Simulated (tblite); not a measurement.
## Geometry relaxation of Sn₁₉H₃₀ (part 2 of 2)

Sn₁₉H₃₀; GFN1-xTB geometry optimisation, gas phase (tblite 0.8.0). The run did not end well.

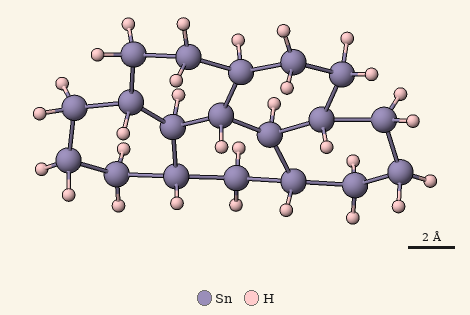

Figure 1. The geometry at step 500 of the log (ball-and-stick view, seen at a tilt).

Output, continued
```
349   -1746.21853    0.031
350   -1746.21548    0.031
351   -1746.20430    0.094
352   -1746.21548    0.030
353   -1746.21844    0.030
354   -1746.21125    0.054
355   -1746.21844    0.031
356   -1746.23210    0.103
357   -1746.21844    0.031
358   -1746.21541    0.031
359   -1746.20414    0.094
360   -1746.21541    0.030
361   -1746.21833    0.030
362   -1746.21113    0.054
363   -1746.21833    0.030
364   -1746.23164    0.100
365   -1746.21833    0.030
366   -1746.21532    0.031
367   -1746.20393    0.095
368   -1746.21532    0.031
369   -1746.21818    0.029
370   -1746.21096    0.055
371   -1746.21817    0.030
372   -1746.23097    0.098
373   -1746.21817    0.030
374   -1746.21519    0.031
375   -1746.20362    0.096
376   -1746.21519    0.031
377   -1746.21797    0.029
378   -1746.21070    0.056
379   -1746.21796    0.029
380   -1746.23007    0.095
381   -1746.21796    0.029
382   -1746.21498    0.032
383   -1746.20309    0.098
384   -1746.21499    0.032
385   -1746.21768    0.028
386   -1746.22909    0.089
387   -1746.21768    0.028
388   -1746.21469    0.033
389   -1746.22175    0.049
390   -1746.21470    0.033
391   -1746.20227    0.100
392   -1746.21470    0.032
393   -1746.21731    0.027
394   -1746.22776    0.084
395   -1746.21731    0.028
396   -1746.21419    0.035
397   -1746.22084    0.044
398   -1746.21421    0.035
399   -1746.20078    0.106
400   -1746.21421    0.034
401   -1746.21681    0.027
402   -1746.22603    0.076
403   -1746.21681    0.027
404   -1746.21319    0.040
405   -1746.21952    0.037
406   -1746.23362    0.115
407   -1746.21950    0.038
408   -1746.21590    0.031
409   -1746.20623    0.083
410   -1746.21590    0.030
411   -1746.21889    0.034
412   -1746.21255    0.046
413   -1746.21885    0.035
414   -1746.23141    0.108
415   -1746.21884    0.036
416   -1746.21566    0.032
417   -1746.20561    0.085
418   -1746.21566    0.031
419   -1746.21833    0.032
420   -1746.21193    0.049
421   -1746.21831    0.033
422   -1746.22949    0.101
423   -1746.21830    0.033
424   -1746.21534    0.032
425   -1746.20466    0.089
426   -1746.21534    0.031
427   -1746.21778    0.030
428   -1746.22781    0.092
429   -1746.21778    0.030
430   -1746.21485    0.034
431   -1746.22110    0.050
432   -1746.21485    0.033
433   -1746.20310    0.094
434   -1746.21486    0.032
435   -1746.21727    0.028
436   -1746.22660    0.082
437   -1746.21727    0.029
438   -1746.21413    0.036
439   -1746.22024    0.043
440   -1746.21413    0.036
441   -1746.20064    0.105
442   -1746.21414    0.035
443   -1746.21666    0.027
444   -1746.22498    0.071
445   -1746.21666    0.027
446   -1746.21264    0.044
447   -1746.21882    0.034
448   -1746.23110    0.105
449   -1746.21881    0.035
450   -1746.21572    0.031
451   -1746.20576    0.084
452   -1746.21573    0.031
453   -1746.21835    0.033
454   -1746.21197    0.049
455   -1746.21835    0.033
456   -1746.22973    0.100
457   -1746.21834    0.034
458   -1746.21544    0.032
459   -1746.20486    0.087
460   -1746.21544    0.031
461   -1746.21791    0.031
462   -1746.21126    0.053
463   -1746.21791    0.032
464   -1746.22838    0.094
465   -1746.21791    0.032
466   -1746.21505    0.033
467   -1746.22147    0.053
468   -1746.21506    0.032
469   -1746.20367    0.091
470   -1746.21506    0.032
471   -1746.21744    0.029
472   -1746.22699    0.085
473   -1746.21744    0.030
474   -1746.21445    0.035
475   -1746.22058    0.046
476   -1746.21445    0.034
477   -1746.20164    0.099
478   -1746.21446    0.034
479   -1746.21689    0.028
480   -1746.22554    0.076
481   -1746.21689    0.028
482   -1746.21333    0.040
483   -1746.21941    0.038
484   -1746.23282    0.113
485   -1746.21940    0.040
486   -1746.21603    0.032
487   -1746.20661    0.079
488   -1746.21604    0.031
489   -1746.21894    0.037
490   -1746.21269    0.045
491   -1746.21895    0.037
492   -1746.23188    0.110
493   -1746.21895    0.038
494   -1746.21587    0.032
495   -1746.20603    0.082
496   -1746.21588    0.031
497   -1746.21871    0.035
498   -1746.21226    0.047
499   -1746.21873    0.036
500   -1746.23152    0.107
```

Trajectory as extended XYZ (Å, eV, eV/Å), 2 of the 24 frames kept, from step=0 to step=500
```
49
Properties=species:S:1:pos:R:3:forces:R:3 step=0 energy=-1744.23896
Sn    0.0049    3.7859   -0.4055   -0.1020   0.2120   0.7020
Sn   -2.2994    5.1160    0.4892    0.0520  -0.2730  -0.3740
Sn   -4.5872    3.7854   -0.4029    0.1190   0.0090   0.5240
Sn   -4.5931    1.1407    0.4899   -0.1620   0.0320  -0.5320
Sn   -2.2972   -0.1906   -0.4005   -0.0730  -0.0310   0.7350
Sn   -0.0033    1.1358    0.4935    0.0120   0.0620  -0.7180
Sn   -6.8885   -0.1877   -0.4072    0.2080  -0.2110   0.5330
Sn   -6.8852   -2.8381    0.4976    0.1230   0.0490  -0.4190
Sn   -4.5897   -4.1686   -0.4043   -0.1240   0.3160   0.4840
Sn   -2.2990   -2.8416    0.4977    0.0040  -0.1960  -0.6220
Sn    4.5903    3.7865   -0.4060   -0.2030  -0.0480   0.4940
Sn    2.2937    5.1114    0.4961    0.1100  -0.1620  -0.5530
Sn    2.2928   -0.1887   -0.3989    0.0770  -0.0460   0.6980
Sn    4.5946    1.1357    0.4934    0.0950   0.1280  -0.5830
Sn    6.8864   -0.1843   -0.4037   -0.1220  -0.3120   0.5370
Sn    2.2943   -2.8402    0.5024    0.0630  -0.1960  -0.7850
Sn    4.5928   -4.1646   -0.4030    0.0260   0.2690   0.4560
Sn    6.8875   -2.8442    0.4951   -0.0870   0.1630  -0.4570
Sn   -0.0006   -4.1647   -0.4014   -0.0040   0.3250   0.5650
H     0.0028    3.7886   -2.1212    0.0060  -0.0030   0.0090
H    -2.2985    5.1172    2.2176   -0.0060   0.2550  -0.3260
H    -2.2971    6.7378   -0.0738   -0.0140   0.0390   0.3320
H    -4.5890    3.7923   -2.1173   -0.2200   0.1240   0.1750
H    -6.0021    4.5949    0.1644    0.0640  -0.0240  -0.3670
H    -4.5919    1.1389    2.2170    0.0000   0.0030  -0.1410
H    -2.3023   -0.1903   -2.1214    0.0060  -0.0070   0.0770
H     0.0007    1.1386    2.2154   -0.0030   0.0020  -0.0860
H    -6.8892   -0.1888   -2.1227   -0.2310   0.1220   0.1950
H    -8.2934    0.6225    0.1639    0.0030  -0.0280  -0.3480
H    -6.8875   -2.8404    2.2195   -0.2080  -0.1150  -0.2600
H    -8.2904   -3.6517   -0.0747    0.0080   0.0110   0.3390
H    -4.5943   -4.1652   -2.1237   -0.0040  -0.2640   0.2370
H    -4.5934   -5.7893    0.1640   -0.0220  -0.0050  -0.3420
H    -2.2941   -2.8421    2.2198   -0.0070   0.0080  -0.0790
H     4.5936    3.7895   -2.1272    0.2170   0.1310   0.2460
H     5.9984    4.6014    0.1630   -0.0330  -0.0100  -0.3590
H     2.2954    5.1135    2.2120    0.0000   0.2570  -0.1900
H     2.2971    6.7388   -0.0762    0.0020  -0.0510   0.3710
H     2.2973   -0.1933   -2.1240   -0.0010  -0.0040   0.1230
H     4.5876    1.1397    2.2173    0.0070  -0.0020  -0.1020
H     6.8885   -0.1917   -2.1201    0.2290   0.1350   0.2020
H     8.2999    0.6165    0.1696   -0.0380  -0.0340  -0.3620
H     2.3011   -2.8398    2.2125   -0.0040   0.0050   0.0590
H     4.5950   -4.1670   -2.1257    0.0050  -0.2600   0.2710
H     4.5887   -5.7877    0.1683    0.0270   0.0220  -0.3520
H     6.8867   -2.8392    2.2127    0.2090  -0.1280  -0.2120
H     8.2964   -3.6522   -0.0742   -0.0080   0.0020   0.3380
H    -0.0003   -4.1639   -2.1216    0.0030  -0.2770   0.2350
H     0.0016   -5.7890    0.1661   -0.0020   0.0070  -0.3690
49
Properties=species:S:1:pos:R:3:forces:R:3 step=500 energy=-1746.23152
Sn    0.3870    3.6596   -0.0630   -0.0140  -0.0630   0.0040
Sn   -1.9011    5.2089    0.4693    0.0000   0.0020  -0.0030
Sn   -4.3936    4.1856   -0.3583   -0.0020  -0.0080  -0.0070
Sn   -4.4929    1.4037    0.1097   -0.0040  -0.0070  -0.0040
Sn   -2.6714   -0.6954   -0.2884    0.0150   0.0200   0.0040
Sn   -0.4916    0.9986    0.3110    0.0260   0.0110  -0.0210
Sn   -7.0299    0.2563   -0.3538   -0.0160   0.0070  -0.0030
Sn   -7.2534   -2.4341    0.4696   -0.0060  -0.0080   0.0070
Sn   -5.1761   -4.1962   -0.2946    0.0110  -0.0090   0.0030
Sn   -2.4984   -3.4587    0.2664   -0.0130   0.0040  -0.0090
Sn    4.8373    3.4262   -0.3824    0.0150  -0.1060   0.0080
Sn    2.7457    5.1408    0.4374    0.0000   0.0070  -0.0010
Sn    1.6341   -0.7955   -0.1888    0.0120  -0.0650   0.0180
Sn    3.9557    0.8016    0.1130    0.0620   0.0420  -0.0220
Sn    6.6874    0.3594   -0.3936   -0.0670   0.0790   0.0140
Sn    2.7045   -3.3512    0.3405   -0.0040   0.0700  -0.0100
Sn    5.3978   -4.0637   -0.1826   -0.0040   0.0140   0.0010
Sn    7.4551   -2.2272    0.4502   -0.0220   0.0270  -0.0140
Sn    0.1288   -4.2107   -0.4018   -0.0050   0.0070  -0.0140
H     0.1525    3.7744   -1.7682    0.0040   0.0030   0.0010
H    -2.3393    5.5105    2.0947   -0.0010  -0.0050  -0.0050
H    -2.1517    6.8100   -0.0937   -0.0020  -0.0050  -0.0020
H    -4.7263    4.2203   -2.0359    0.0000  -0.0040   0.0030
H    -5.9526    4.6876    0.1572    0.0050   0.0000  -0.0010
H    -4.7251    1.2836    1.8141    0.0040   0.0020   0.0040
H    -2.5256   -0.5424   -1.9986   -0.0020   0.0060   0.0000
H    -0.3590    0.9216    2.0277   -0.0030  -0.0020   0.0010
H    -7.6771   -0.0117   -1.9202    0.0150  -0.0040   0.0310
H    -8.5217    0.6676    0.3973    0.0210  -0.0130  -0.0110
H    -7.1463   -2.8017    2.1390   -0.0010  -0.0070   0.0010
H    -8.4755   -3.5884    0.1085    0.0060   0.0010   0.0000
H    -4.9780   -4.4747   -1.9726   -0.0060   0.0020  -0.0020
H    -5.0753   -5.8543    0.1495    0.0020   0.0120  -0.0060
H    -2.3567   -3.2482    1.9730   -0.0070   0.0040  -0.0050
H     4.9733    3.9727   -1.9961    0.0180  -0.0180   0.0100
H     6.1934    4.2785    0.2296   -0.0060  -0.0080  -0.0050
H     2.5714    5.3883    2.1229    0.0120  -0.0100  -0.0120
H     2.2885    6.7349   -0.0253    0.0130  -0.0180   0.0020
H     1.7163   -0.7478   -1.9122    0.0000   0.0050   0.0030
H     4.2871    0.9644    1.7999    0.0020   0.0030   0.0150
H     7.3179    0.2564   -1.9811   -0.0220   0.0150   0.0300
H     8.0176    1.2015    0.2869   -0.0300  -0.0290  -0.0150
H     2.4919   -3.2804    2.0503    0.0020   0.0030  -0.0060
H     5.2023   -4.4298   -1.8437   -0.0010   0.0020   0.0070
H     5.3238   -5.6928    0.3560   -0.0040   0.0120  -0.0020
H     7.4758   -2.5659    2.1278   -0.0010  -0.0020   0.0020
H     8.7483   -3.2767    0.0250   -0.0010  -0.0090  -0.0040
H     0.1222   -4.2191   -2.1129    0.0000   0.0070   0.0230
H     0.1044   -5.9244   -0.2581    0.0000   0.0310  -0.0050
```

What the run reported

| quantity | value |
| --- | --- |
| outcome | not converged |
| total energy | −1746.2315 eV |
| HOMO | −10.60 eV |
| LUMO | −9.27 eV |
| point group | C1 |
| dipole moment | 5.00 D |
| wall time | 83 s (CPU time 1.9 min) |
| peak memory | 0.17 GiB |

The run did not converge. At least one of its steps failed, so the values that rest on that step are not results.
